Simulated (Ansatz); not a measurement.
**GaBHS (doublet): B2PLYP, RPA-PBE over vertical spin and charge gaps and displaced geometries, cc-pVDZ**

Aim: run GaBHS (doublet) with these functionals over vertical spin and charge gaps and displaced geometries, and hold them against the top wave-function level at the same points.

Method: cc-pVDZ, all electrons in the functionals, frozen cores in the correlation of double hybrids and RPA; program: Ansatz 0.2.0, Gaussian basis.

Plan: B2PLYP, RPA-PBE, at charge 0, doublet; charge 0, quartet; charge 1, singlet; charge 1, triplet; displaced geometry v1; displaced geometry v2.

28 further runs of the same task are left out: 3 for a known fault of the program, 8 that didn't finish, 17 set aside as unsound or not needed.

### Step 1. The system

The geometry is a PBE0/def2-TZVP stationary point (not a proven minimum). No spin-orbit coupling is included. The filled d shell of Ga may be among the frozen orbitals whatever the setting's name suggests; the logs give the count.

4 atoms, charge 0, spin multiplicity 2.

Atoms are counted from 1 here; the program's logs count them from 0.

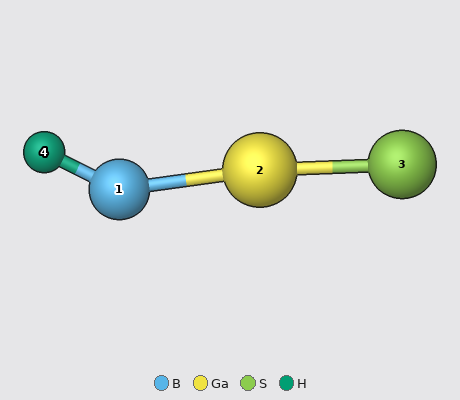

The structure; boron blue, gallium yellow, sulfur green, hydrogen teal; atoms are numbered from 1 in the order of the file.

Coordinates:

```xyz
4
charge 0, multiplicity 2
B     0.00000   -0.22579    1.24520
Ga   -0.00005   -0.05263   -0.75504
S    -0.00001   -0.07752   -2.76897
H     0.00006    0.35593    2.27881
```

No dispersion term is added.

The geometry shown and the zero of energy belong to the point charge 0, doublet. The yardstick, UCCSDT(Q), and other wave-function levels (R restricted, U unrestricted, valence and pair active spaces) come from earlier runs.

### Step 2. B2PLYP, charge 0, doublet

File in.yaml:

```yaml
crystal:
  periodic: [false, false, false]
  atoms:
    - {symbol: B, position_ang: [0.000003, -0.225787, 1.245205]}
    - {symbol: Ga, position_ang: [-0.000047, -0.052629, -0.755042]}
    - {symbol: S, position_ang: [-0.000012, -0.077517, -2.768972]}
    - {symbol: H, position_ang: [0.000056, 0.355934, 2.278809]}
basis:
  gaussian: {orbitals: cc-pVDZ}
magnetization: {spin_polarized: true, initial_magnetization: 1}
hamiltonian: {xc: {name: B2PLYP}}
correlation: {electrons: outside_noble_gas}
```

Started as:

```
$ ansatz run in.yaml --threads 1 --pin off --events-out ev --progress --plain --max-ram 2393MiB
```

Log:

```text
Functional definition: B2PLYP
  name "B2PLYP"
  cite "Grimme, J. Chem. Phys. 124, 034108 (2006) doi:10.1063/1.2148954"
  cite "Becke, Phys. Rev. A 38, 3098 (1988) doi:10.1103/PhysRevA.38.3098"
  cite "Lee, Yang & Parr, Phys. Rev. B 37, 785 (1988) doi:10.1103/PhysRevB.37.785"
  parameter a = 0.53
  parameter c = 0.27
  exchange = (1 - a)*b88_x + a*exact_x
  correlation = (1 - c)*lyp_c + c*(mp2_os + mp2_ss)
693 factors; integrals over basis functions are off by at most 7.0e-4 eV
mean field evaluation 1: about -63882.3535 eV, gradient 1.7e1 eV
mean field evaluation 2: about -63882.3682 eV, gradient 1.7e1 eV
mean field evaluation 4: about -63884.7459 eV, gradient 2.0e0 eV
mean field evaluation 8: about -63884.8127 eV, gradient 1.3e-1 eV
mean field evaluation 16: about -63884.8131 eV, gradient 1.0e-3 eV
mean field evaluation 32: about -63884.8093 eV, gradient 3.8e-1 eV
mean field evaluation 64: about -63872.0898 eV, gradient 1.5e1 eV
mean field -63884.81314848 eV, -2347.7235805249 hartree, gradient 8.5e-6 eV, S^2 0.757342; 6 other end points of the search recorded, 0 dependent functions left out
20 core orbitals not correlated: weight in the atoms' cores, before any rotation towards them, 0.982 or more for the frozen orbitals, at most 0.013 for the correlated occupied ones
reference -63884.81328423 eV, -2347.7235855136 hartree; 7, 6 occupied and 37, 38 virtual orbitals, 693 factors
second order -8.31847151 eV of doubles, -0.00000000 eV of singles
Total energy: -63887.05927153 eV, -2347.8061240247 hartree
```

Wall time 21 s (1 thread of Arm Neoverse N1, shared host).

From the report: ⟨S²⟩ of the determinant 0.757 (pure doublet: 0.75).

### Step 3. B2PLYP, charge 0, quartet

in.yaml: that of step 2 with these lines changed.

```diff
@@ -9,3 +9,3 @@
   gaussian: {orbitals: cc-pVDZ}
-magnetization: {spin_polarized: true, initial_magnetization: 1}
+magnetization: {spin_polarized: true, initial_magnetization: 3}
 hamiltonian: {xc: {name: B2PLYP}}
```

The command is unchanged.

Log, shortened:

```text
Functional definition: B2PLYP
  name "B2PLYP"
  cite "Grimme, J. Chem. Phys. 124, 034108 (2006) doi:10.1063/1.2148954"
  cite "Becke, Phys. Rev. A 38, 3098 (1988) doi:10.1103/PhysRevA.38.3098"
  cite "Lee, Yang & Parr, Phys. Rev. B 37, 785 (1988) doi:10.1103/PhysRevB.37.785"
[...]
693 factors; integrals over basis functions are off by at most 7.0e-4 eV
[...]
mean field -63883.06525105 eV, -2347.6593464792 hartree, gradient 3.7e-6 eV, S^2 3.763791; 2 other end points of the search recorded, 0 dependent functions left out
20 core orbitals not correlated: weight in the atoms' cores, before any rotation towards them, 0.954 or more for the frozen orbitals, at most 0.042 for the correlated occupied ones
reference -63883.06538950 eV, -2347.6593515672 hartree; 8, 5 occupied and 36, 39 virtual orbitals, 693 factors
second order -7.26418562 eV of doubles, -0.00000000 eV of singles
Total energy: -63885.02671962 eV, -2347.7314291196 hartree
```

Wall time 21 s (1 thread of Arm Neoverse N1, shared host).

From the report: ⟨S²⟩ of the determinant 3.764 (pure quartet: 3.75).

From charge 0, doublet: +46.9 kcal/mol.

### Step 4. B2PLYP, charge 1, singlet

in.yaml: that of step 3 with these lines changed.

```diff
@@ -9,3 +9,4 @@
   gaussian: {orbitals: cc-pVDZ}
-magnetization: {spin_polarized: true, initial_magnetization: 3}
+total_charge: 1
+magnetization: {spin_polarized: true, initial_magnetization: 0}
 hamiltonian: {xc: {name: B2PLYP}}
```

Same command.

Log, shortened:

```text
Functional definition: B2PLYP
  name "B2PLYP"
  cite "Grimme, J. Chem. Phys. 124, 034108 (2006) doi:10.1063/1.2148954"
  cite "Becke, Phys. Rev. A 38, 3098 (1988) doi:10.1103/PhysRevA.38.3098"
  cite "Lee, Yang & Parr, Phys. Rev. B 37, 785 (1988) doi:10.1103/PhysRevB.37.785"
[...]
693 factors; integrals over basis functions are off by at most 7.0e-4 eV
[...]
mean field -63876.49930306 eV, -2347.4180523410 hartree, gradient 2.9e-6 eV, S^2 0.830721; 12 other end points of the search recorded, 0 dependent functions left out
20 core orbitals not correlated: weight in the atoms' cores, before any rotation towards them, 0.974 or more for the frozen orbitals, at most 0.022 for the correlated occupied ones
reference -63876.49943946 eV, -2347.4180573538 hartree; 6, 6 occupied and 38, 38 virtual orbitals, 693 factors
second order -7.10130520 eV of doubles, -0.00000000 eV of singles
Total energy: -63878.41679186 eV, -2347.4885187550 hartree
```

Wall time 39 s (1 thread of Arm Neoverse N1, shared host).

From the report: ⟨S²⟩ of the determinant 0.831 (pure singlet: 0.00). The determinant is far from a pure spin state, so its energy mixes those of several spin states (harmless only where they are near-degenerate, as at dissociation).

From charge 0, doublet: +199.3 kcal/mol.

### Step 5. B2PLYP, charge 1, triplet

in.yaml: that of step 4 with these lines changed.

```diff
@@ -10,3 +10,3 @@
 total_charge: 1
-magnetization: {spin_polarized: true, initial_magnetization: 0}
+magnetization: {spin_polarized: true, initial_magnetization: 2}
 hamiltonian: {xc: {name: B2PLYP}}
```

The command is unchanged.

Log, shortened:

```text
Functional definition: B2PLYP
  name "B2PLYP"
  cite "Grimme, J. Chem. Phys. 124, 034108 (2006) doi:10.1063/1.2148954"
  cite "Becke, Phys. Rev. A 38, 3098 (1988) doi:10.1103/PhysRevA.38.3098"
  cite "Lee, Yang & Parr, Phys. Rev. B 37, 785 (1988) doi:10.1103/PhysRevB.37.785"
[...]
693 factors; integrals over basis functions are off by at most 7.0e-4 eV
[...]
mean field -63876.28734863 eV, -2347.4102631596 hartree, gradient 7.1e-8 eV, S^2 2.010520; 4 other end points of the search recorded, 0 dependent functions left out
20 core orbitals not correlated: weight in the atoms' cores, before any rotation towards them, 0.971 or more for the frozen orbitals, at most 0.025 for the correlated occupied ones
reference -63876.28748752 eV, -2347.4102682635 hartree; 7, 5 occupied and 37, 39 virtual orbitals, 693 factors
second order -6.58432496 eV of doubles, -0.00000000 eV of singles
Total energy: -63878.06525526 eV, -2347.4756000229 hartree
```

It took 25 s on 1 thread of Arm Neoverse N1, shared host.

From the report: ⟨S²⟩ of the determinant 2.011 (pure triplet: 2.00).

From charge 0, doublet: +207.4 kcal/mol.

### Step 6. B2PLYP, displaced geometry v1

File in.yaml:

```yaml
crystal:
  periodic: [false, false, false]
  atoms:
    - {symbol: B, position_ang: [0.002340, -0.227632, 1.267426]}
    - {symbol: Ga, position_ang: [0.001457, -0.070616, -0.743974]}
    - {symbol: S, position_ang: [0.049456, -0.036194, -2.800517]}
    - {symbol: H, position_ang: [-0.053253, 0.334442, 2.277066]}
basis:
  gaussian: {orbitals: cc-pVDZ}
magnetization: {spin_polarized: true, initial_magnetization: 1}
hamiltonian: {xc: {name: B2PLYP}}
correlation: {electrons: outside_noble_gas}
```

Same command.

Log, shortened:

```text
Functional definition: B2PLYP
  name "B2PLYP"
  cite "Grimme, J. Chem. Phys. 124, 034108 (2006) doi:10.1063/1.2148954"
  cite "Becke, Phys. Rev. A 38, 3098 (1988) doi:10.1103/PhysRevA.38.3098"
  cite "Lee, Yang & Parr, Phys. Rev. B 37, 785 (1988) doi:10.1103/PhysRevB.37.785"
[...]
693 factors; integrals over basis functions are off by at most 7.0e-4 eV
[...]
mean field -63884.78818577 eV, -2347.7226631624 hartree, gradient 8.5e-6 eV, S^2 0.757591; 5 other end points of the search recorded, 0 dependent functions left out
20 core orbitals not correlated: weight in the atoms' cores, before any rotation towards them, 0.986 or more for the frozen orbitals, at most 0.011 for the correlated occupied ones
reference -63884.78832163 eV, -2347.7226681552 hartree; 7, 6 occupied and 37, 38 virtual orbitals, 693 factors
second order -8.37665679 eV of doubles, -0.00000000 eV of singles
Total energy: -63887.05001897 eV, -2347.8057839992 hartree
```

Run time: 18 s. Hardware: 1 thread of Arm Neoverse N1, shared host.

From the report: ⟨S²⟩ of the determinant 0.758 (pure doublet: 0.75).

From charge 0, doublet: +0.2 kcal/mol.

### Step 7. B2PLYP, displaced geometry v2

File in.yaml:

```yaml
crystal:
  periodic: [false, false, false]
  atoms:
    - {symbol: B, position_ang: [0.064571, -0.202038, 1.236046]}
    - {symbol: Ga, position_ang: [-0.100353, -0.020507, -0.752607]}
    - {symbol: S, position_ang: [-0.023697, -0.077818, -2.774717]}
    - {symbol: H, position_ang: [0.059479, 0.300363, 2.291278]}
basis:
  gaussian: {orbitals: cc-pVDZ}
magnetization: {spin_polarized: true, initial_magnetization: 1}
hamiltonian: {xc: {name: B2PLYP}}
correlation: {electrons: outside_noble_gas}
```

The command is unchanged.

Log, shortened:

```text
Functional definition: B2PLYP
  name "B2PLYP"
  cite "Grimme, J. Chem. Phys. 124, 034108 (2006) doi:10.1063/1.2148954"
  cite "Becke, Phys. Rev. A 38, 3098 (1988) doi:10.1103/PhysRevA.38.3098"
  cite "Lee, Yang & Parr, Phys. Rev. B 37, 785 (1988) doi:10.1103/PhysRevB.37.785"
[...]
693 factors; integrals over basis functions are off by at most 6.8e-4 eV
[...]
mean field -63884.79699905 eV, -2347.7229870445 hartree, gradient 5.2e-6 eV, S^2 0.757561; 5 other end points of the search recorded, 0 dependent functions left out
20 core orbitals not correlated: weight in the atoms' cores, before any rotation towards them, 0.983 or more for the frozen orbitals, at most 0.013 for the correlated occupied ones
reference -63884.79713460 eV, -2347.7229920256 hartree; 7, 6 occupied and 37, 38 virtual orbitals, 693 factors
second order -8.33753372 eV of doubles, -0.00000000 eV of singles
Total energy: -63887.04826870 eV, -2347.8057196781 hartree
```

Run time: 19 s. Hardware: 1 thread of Arm Neoverse N1, shared host.

From the report: ⟨S²⟩ of the determinant 0.758 (pure doublet: 0.75).

From charge 0, doublet: +0.3 kcal/mol.

### Step 8. RPA-PBE, charge 0, doublet

File in.yaml:

```yaml
crystal:
  periodic: [false, false, false]
  atoms:
    - {symbol: B, position_ang: [0.000003, -0.225787, 1.245205]}
    - {symbol: Ga, position_ang: [-0.000047, -0.052629, -0.755042]}
    - {symbol: S, position_ang: [-0.000012, -0.077517, -2.768972]}
    - {symbol: H, position_ang: [0.000056, 0.355934, 2.278809]}
basis:
  gaussian: {orbitals: cc-pVDZ}
magnetization: {spin_polarized: true, initial_magnetization: 1}
hamiltonian: {xc: {name: PBE}}
correlation: {method: rpa, electrons: outside_noble_gas}
```

Launched as before.

Log, shortened:

```text
Functional definition: PBE
  name "PBE"
  cite "Perdew, Burke & Ernzerhof, Phys. Rev. Lett. 77, 3865 (1996) doi:10.1103/PhysRevLett.77.3865"
  parent pbe
[...]
693 factors; integrals over basis functions are off by at most 7.0e-4 eV
[...]
mean field -63889.32607528 eV, -2347.8894275261 hartree, gradient 4.0e-6 eV, S^2 0.759289; 9 other end points of the search recorded, 0 dependent functions left out
20 core orbitals not correlated: weight in the atoms' cores, before any rotation towards them, 0.957 or more for the frozen orbitals, at most 0.035 for the correlated occupied ones
reference -63835.61792891 eV, -2345.9156895515 hartree; 7, 6 occupied and 37, 38 virtual orbitals, 693 factors
Total energy: -63847.60934675 eV, -2346.3563660290 hartree
```

Run time: 24 s. Hardware: 1 thread of Arm Neoverse N1, shared host.

From the report: ⟨S²⟩ of the determinant 0.759 (pure doublet: 0.75).

### Step 9. RPA-PBE, charge 0, quartet

in.yaml: that of step 8 with these lines changed.

```diff
@@ -9,3 +9,3 @@
   gaussian: {orbitals: cc-pVDZ}
-magnetization: {spin_polarized: true, initial_magnetization: 1}
+magnetization: {spin_polarized: true, initial_magnetization: 3}
 hamiltonian: {xc: {name: PBE}}
```

The command is unchanged.

Log, shortened:

```text
Functional definition: PBE
  name "PBE"
  cite "Perdew, Burke & Ernzerhof, Phys. Rev. Lett. 77, 3865 (1996) doi:10.1103/PhysRevLett.77.3865"
  parent pbe
[...]
693 factors; integrals over basis functions are off by at most 7.0e-4 eV
[...]
mean field -63887.35671700 eV, -2347.8170549441 hartree, gradient 2.7e-6 eV, S^2 3.757737; 7 other end points of the search recorded, 0 dependent functions left out
20 core orbitals not correlated: weight in the atoms' cores, before any rotation towards them, 0.878 or more for the frozen orbitals, at most 0.113 for the correlated occupied ones
reference -63834.58363431 eV, -2345.8776799261 hartree; 8, 5 occupied and 36, 39 virtual orbitals, 693 factors
Total energy: -63845.76060856 eV, -2346.2884261539 hartree
```

It took 28 s on 1 thread of Arm Neoverse N1, shared host.

From the report: ⟨S²⟩ of the determinant 3.758 (pure quartet: 3.75).

From charge 0, doublet: +42.6 kcal/mol.

### Step 10. RPA-PBE, charge 1, singlet

in.yaml: that of step 9 with these lines changed.

```diff
@@ -9,3 +9,4 @@
   gaussian: {orbitals: cc-pVDZ}
-magnetization: {spin_polarized: true, initial_magnetization: 3}
+total_charge: 1
+magnetization: {spin_polarized: true, initial_magnetization: 0}
 hamiltonian: {xc: {name: PBE}}
```

Launched as before.

Log, shortened:

```text
Functional definition: PBE
  name "PBE"
  cite "Perdew, Burke & Ernzerhof, Phys. Rev. Lett. 77, 3865 (1996) doi:10.1103/PhysRevLett.77.3865"
  parent pbe
[...]
693 factors; integrals over basis functions are off by at most 7.0e-4 eV
[...]
mean field -63880.93695502 eV, -2347.5811330428 hartree, gradient 2.3e-6 eV, S^2 0.215183; 12 other end points of the search recorded, 0 dependent functions left out
20 core orbitals not correlated: weight in the atoms' cores, before any rotation towards them, 0.953 or more for the frozen orbitals, at most 0.039 for the correlated occupied ones
reference -63826.82855200 eV, -2345.5926859077 hartree; 6, 6 occupied and 38, 38 virtual orbitals, 693 factors
Total energy: -63839.46836471 eV, -2346.0571904573 hartree
```

Run time: 35 s. Hardware: 1 thread of Arm Neoverse N1, shared host.

From the report: ⟨S²⟩ of the determinant 0.215 (pure singlet: 0.00).

From charge 0, doublet: +187.7 kcal/mol.

### Step 11. RPA-PBE, charge 1, triplet

in.yaml: that of step 10 with these lines changed.

```diff
@@ -10,3 +10,3 @@
 total_charge: 1
-magnetization: {spin_polarized: true, initial_magnetization: 0}
+magnetization: {spin_polarized: true, initial_magnetization: 2}
 hamiltonian: {xc: {name: PBE}}
```

Launched as before.

Log, shortened:

```text
Functional definition: PBE
  name "PBE"
  cite "Perdew, Burke & Ernzerhof, Phys. Rev. Lett. 77, 3865 (1996) doi:10.1103/PhysRevLett.77.3865"
  parent pbe
[...]
693 factors; integrals over basis functions are off by at most 7.0e-4 eV
[...]
mean field -63880.10289721 eV, -2347.5504819837 hartree, gradient 3.2e-6 eV, S^2 2.005641; 8 other end points of the search recorded, 0 dependent functions left out
20 core orbitals not correlated: weight in the atoms' cores, before any rotation towards them, 0.928 or more for the frozen orbitals, at most 0.065 for the correlated occupied ones
reference -63828.16796773 eV, -2345.6419085278 hartree; 7, 5 occupied and 37, 39 virtual orbitals, 693 factors
Total energy: -63838.67739240 eV, -2346.0281227611 hartree
```

Run time: 30 s. Hardware: 1 thread of Arm Neoverse N1, shared host.

From the report: ⟨S²⟩ of the determinant 2.006 (pure triplet: 2.00).

From charge 0, doublet: +206.0 kcal/mol.

### Step 12. RPA-PBE, displaced geometry v1

File in.yaml:

```yaml
crystal:
  periodic: [false, false, false]
  atoms:
    - {symbol: B, position_ang: [0.002340, -0.227632, 1.267426]}
    - {symbol: Ga, position_ang: [0.001457, -0.070616, -0.743974]}
    - {symbol: S, position_ang: [0.049456, -0.036194, -2.800517]}
    - {symbol: H, position_ang: [-0.053253, 0.334442, 2.277066]}
basis:
  gaussian: {orbitals: cc-pVDZ}
magnetization: {spin_polarized: true, initial_magnetization: 1}
hamiltonian: {xc: {name: PBE}}
correlation: {method: rpa, electrons: outside_noble_gas}
```

The command is unchanged.

Log, shortened:

```text
Functional definition: PBE
  name "PBE"
  cite "Perdew, Burke & Ernzerhof, Phys. Rev. Lett. 77, 3865 (1996) doi:10.1103/PhysRevLett.77.3865"
  parent pbe
[...]
693 factors; integrals over basis functions are off by at most 7.0e-4 eV
[...]
mean field -63889.31136296 eV, -2347.8888868583 hartree, gradient 5.7e-6 eV, S^2 0.761120; 8 other end points of the search recorded, 0 dependent functions left out
20 core orbitals not correlated: weight in the atoms' cores, before any rotation towards them, 0.964 or more for the frozen orbitals, at most 0.029 for the correlated occupied ones
reference -63835.56073618 eV, -2345.9135877574 hartree; 7, 6 occupied and 37, 38 virtual orbitals, 693 factors
Total energy: -63847.63015755 eV, -2346.3571308118 hartree
```

Run time: 24 s. Hardware: 1 thread of Arm Neoverse N1, shared host.

From the report: ⟨S²⟩ of the determinant 0.761 (pure doublet: 0.75).

From charge 0, doublet: -0.5 kcal/mol.

### Step 13. RPA-PBE, displaced geometry v2

File in.yaml:

```yaml
crystal:
  periodic: [false, false, false]
  atoms:
    - {symbol: B, position_ang: [0.064571, -0.202038, 1.236046]}
    - {symbol: Ga, position_ang: [-0.100353, -0.020507, -0.752607]}
    - {symbol: S, position_ang: [-0.023697, -0.077818, -2.774717]}
    - {symbol: H, position_ang: [0.059479, 0.300363, 2.291278]}
basis:
  gaussian: {orbitals: cc-pVDZ}
magnetization: {spin_polarized: true, initial_magnetization: 1}
hamiltonian: {xc: {name: PBE}}
correlation: {method: rpa, electrons: outside_noble_gas}
```

The command is unchanged.

Log, shortened:

```text
Functional definition: PBE
  name "PBE"
  cite "Perdew, Burke & Ernzerhof, Phys. Rev. Lett. 77, 3865 (1996) doi:10.1103/PhysRevLett.77.3865"
  parent pbe
[...]
693 factors; integrals over basis functions are off by at most 6.8e-4 eV
[...]
mean field -63889.31467442 eV, -2347.8890085521 hartree, gradient 8.6e-6 eV, S^2 0.759774; 8 other end points of the search recorded, 0 dependent functions left out
20 core orbitals not correlated: weight in the atoms' cores, before any rotation towards them, 0.959 or more for the frozen orbitals, at most 0.034 for the correlated occupied ones
reference -63835.58403392 eV, -2345.9144439338 hartree; 7, 6 occupied and 37, 38 virtual orbitals, 693 factors
Total energy: -63847.60325287 eV, -2346.3561420830 hartree
```

It took 22 s on 1 thread of Arm Neoverse N1, shared host.

From the report: ⟨S²⟩ of the determinant 0.760 (pure doublet: 0.75).

From charge 0, doublet: +0.1 kcal/mol.

### Step 14. Against the wave-function levels

The yardstick is UCCSDT(Q), where the cluster series has nearly closed. It comes from earlier runs at the same points. Energies in kcal/mol, counted from charge 0, doublet; blanks weren't run or aren't comparable.

| level | doublet to quartet | ionisation to the singlet cation | ionisation to the triplet cation | displacement v1 | displacement v2 |
| --- | --- | --- | --- | --- | --- |
| UCCSDT(Q) | 45.0 |  | 204.4 | -0.2 | 0.2 |
| B2PLYP | 46.9 | 199.3 | 207.4 | 0.2 | 0.3 |
| RPA-PBE | 42.6 | 187.7 | 206.0 | -0.5 | 0.1 |

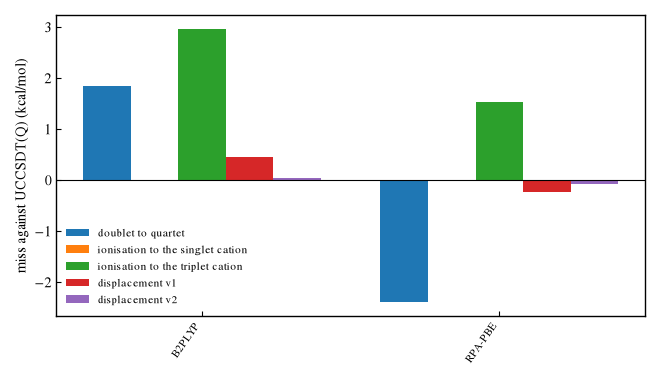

Misses of the gaps against UCCSDT(Q).

Largest miss and mean time a point (UCCSDT(Q) took 5.7 min a point; shared hosts):

| level | largest miss (kcal/mol) | where | time a point |
| --- | --- | --- | --- |
| B2PLYP | +3.0 | ionisation to the triplet cation | 24 s |
| RPA-PBE | -2.4 | doublet to quartet | 27 s |

### Step 15. What came out

| quantity | value |
| --- | --- |
| doublet to quartet, UCCSDT(Q) | 45.0 kcal/mol |
| ionisation to the triplet cation, UCCSDT(Q) | 204.4 kcal/mol |
| displacement v1, UCCSDT(Q) | -0.2 kcal/mol |
| displacement v2, UCCSDT(Q) | 0.2 kcal/mol |
| largest miss, B2PLYP | +3.0 kcal/mol (ionisation to the triplet cation) |
| largest miss, RPA-PBE | -2.4 kcal/mol (doublet to quartet) |

What this shows: Misses are known at 4 of 5 points at best, and only functionals with that many are ranked. Of the functionals, RPA-PBE keep the smallest largest miss at the points compared (at most 2.4 kcal/mol) and B2PLYP strays most (3.0 kcal/mol, at ionisation to the triplet cation). B2PLYP clearly breaks the spin symmetry at some points (⟨S²⟩ up to 0.83 above the pure value), so energy there is bought with a mixed spin. Functionals and the yardstick converge differently with the basis, so part of each miss in cc-pVDZ is the basis.
